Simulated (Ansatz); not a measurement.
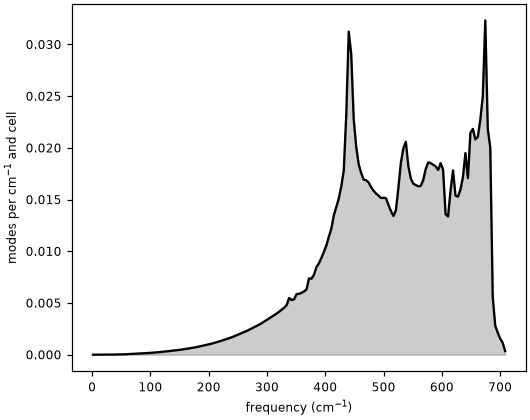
Figure. Phonon density of states of Be (hcp (Mg type), P6_3/mmc), 2 atoms a cell, the program Ansatz at the r²SCAN level (PAW)

**Question.** Estimate the mean frequency and the zero-point energy.

**Answer.** The mean is about 520 cm⁻¹, and (3/2)ħ⟨ω⟩ gives 96.2 meV/atom.

**Question.** What share of the Dulong–Petit heat capacity is reached at 100 K and at 300 K?

**Answer.** 6 % and 61 %.

Symmetry was held in the r²SCAN relaxation; phonons on a q-mesh show no instability. As this level gives no gap, phonon frequencies hold no LO–TO term and depend on the k-mesh and smearing (Fermi–Dirac, 0.1 eV here).

Potentials: the later of the program's two PAW sets.
